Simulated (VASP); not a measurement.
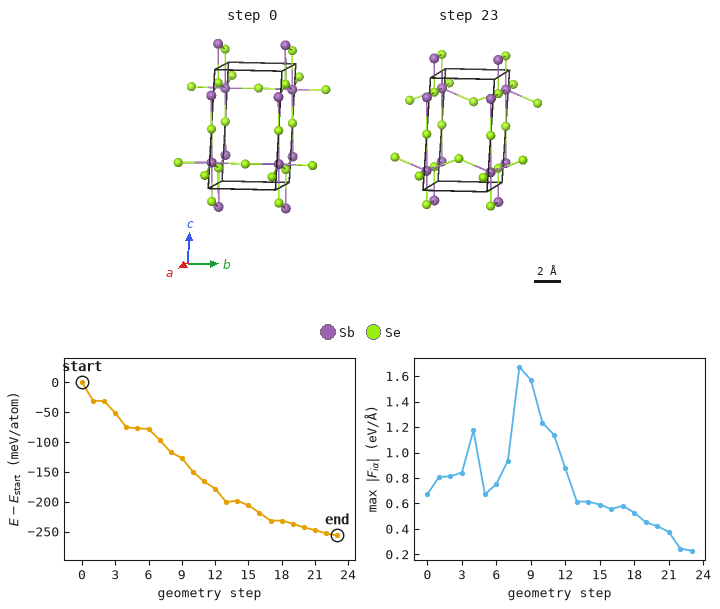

First and last geometry of a relaxation of solid Sb₂Se₅ (a generated structure, set up in P2/m), with the history of the run. A ball-and-stick model of the cell of the calculation, seen slightly off an axis.

The run lets cell and atoms move.

Computed with Kohn-Sham DFT of a periodic cell, PBE, VASP PAW PBE potentials, recommended (VASP 6.6.1).

The input:
```
SYSTEM = Sb2Se5
ALGO = Fast
EDIFF = 1E-4
EDIFFG = -0.08
ENCUT = 520
GGA = PE
IBRION = 2
ISIF = 3
ISMEAR = 0
LASPH = .TRUE.
LCHARG = .FALSE.
LREAL = .FALSE.
LWAVE = .FALSE.
NELM = 60
NSW = 24
PREC = Normal
SIGMA = 0.15
```

Command:
```bash
cat potpaw_PBE.64/Sb/POTCAR potpaw_PBE.64/Se/POTCAR > POTCAR
mpirun -np 1 vasp_std > vasp.out
```

> Did the run converge, and what did it change?

The relaxation stopped without meeting its thresholds, so the last structure isn't shown to be converged. Over 23 geometry steps the energy falls by 256 meV per atom. Largest force component: 0.67 eV/Å at the start, 0.23 eV/Å at the end. The pressure goes from 2.23 to −0.23 GPa. The largest moves relative to the cell, 0.64 Å, are those of Se atoms. By element the largest moves are Se 0.64 Å, Sb 0.41 Å. The volume changes by −3.0 %, with a 5.252 → 5.728 Å (+9.1 %), b 5.281 → 5.026 Å (−4.8 %), c 9.266 → 8.868 Å (−4.3 %), β 105.6° → 109.9°. Some distances before and after: Se–Se 3.752 → 3.119 Å, Sb–Se 3.018 → 2.618 Å, Sb–Se 2.601 → 2.837 Å, Sb–Se 2.733 → 2.925 Å. Bond angles that change, for instance: Se–Sb–Se 176.6° → 136.8°, Sb–Se–Sb 176.6° → 136.8°, Sb–Se–Sb 149.8° → 177.9°. The space group stays P2/m (No. 10).

| step | E − E(0), meV/atom | largest force component, eV/Å | pressure, GPa | volume, Å³/atom |
| --- | --- | --- | --- | --- |
| 0 | 0.00 | 0.6734 | 2.23 | 35.370 |
| 1 | -31.04 | 0.8081 | -0.55 | 37.940 |
| 2 | -31.28 | 0.8130 | -0.72 | 38.177 |
| 3 | -51.51 | 0.8428 | -0.84 | 38.130 |
| 4 | -75.34 | 1.1741 | -0.24 | 37.888 |
| 5 | -77.14 | 0.6714 | -0.66 | 37.987 |
| 6 | -78.20 | 0.7538 | -0.55 | 37.955 |
| 7 | -96.38 | 0.9365 | -0.13 | 37.413 |
| 8 | -116.94 | 1.6721 | 1.61 | 35.948 |
| 9 | -126.87 | 1.5696 | 1.49 | 35.930 |
| 10 | -149.66 | 1.2344 | 1.10 | 35.872 |
| 11 | -165.92 | 1.1403 | 0.26 | 35.724 |
| 12 | -178.01 | 0.8749 | -0.10 | 35.828 |
| 13 | -200.38 | 0.6141 | -0.99 | 36.130 |
| 14 | -198.16 | 0.6151 | -1.93 | 36.689 |
| 15 | -205.89 | 0.5909 | -1.55 | 36.406 |
| 16 | -218.23 | 0.5552 | -1.34 | 35.949 |
| 17 | -231.53 | 0.5818 | -0.41 | 34.797 |
| 18 | -231.64 | 0.5278 | -0.51 | 34.920 |
| 19 | -236.46 | 0.4518 | -0.30 | 34.702 |
| 20 | -243.02 | 0.4221 | 0.60 | 34.049 |
| 21 | -247.27 | 0.3768 | 0.34 | 34.195 |
| 22 | -253.02 | 0.2452 | -0.45 | 34.621 |
| 23 | -256.40 | 0.2284 | -0.23 | 34.299 |
